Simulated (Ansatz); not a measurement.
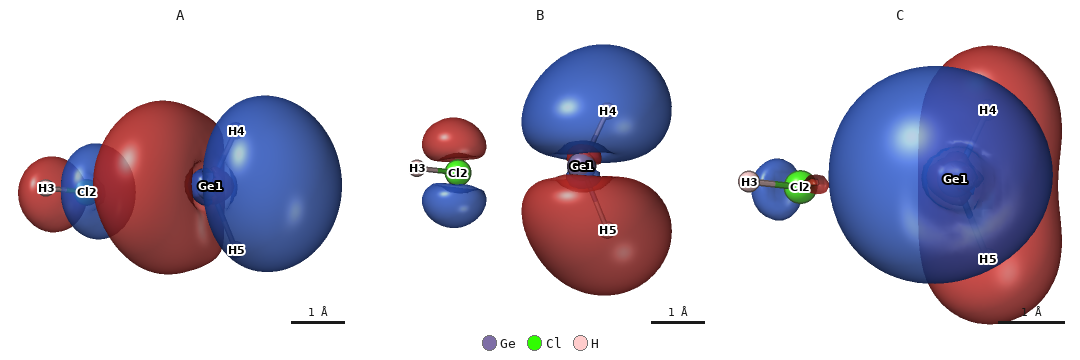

Figure. GeH₂···HCl. Three frontier orbitals at ±0.08 Å⁻³ᐟ² (red and blue are the two phases), in no order.

Method: RKS B3LYP-D4/def2-SVP in Ansatz.

```xyz
5

Ge   -0.1110    0.0000   -0.8938
Cl    1.2960    0.0000    1.5283
H     2.4709    0.0000    0.9874
H    -1.0124    1.1457   -0.2340
H    -1.0124   -1.1457   -0.2340
```

Q: Which picture is the HOMO−1, the HOMO and the LUMO?

A: B is the HOMO−1 (−7.97 eV). Its weight (Hirshfeld) is mainly on Ge1 (about 45 %), H4 (about 25 %) and H5 (about 25 %). C is the HOMO (−6.13 eV). It lies mainly on Ge1 (about 75 %), H4 (about 10 %) and H5 (about 10 %). A is the LUMO (−1.94 eV). Its weight (Hirshfeld) is mainly on Ge1 (about 80 %) and Cl2 (about 10 %).

Q: What is the HOMO–LUMO gap?

A: 4.19 eV between the orbital energies.
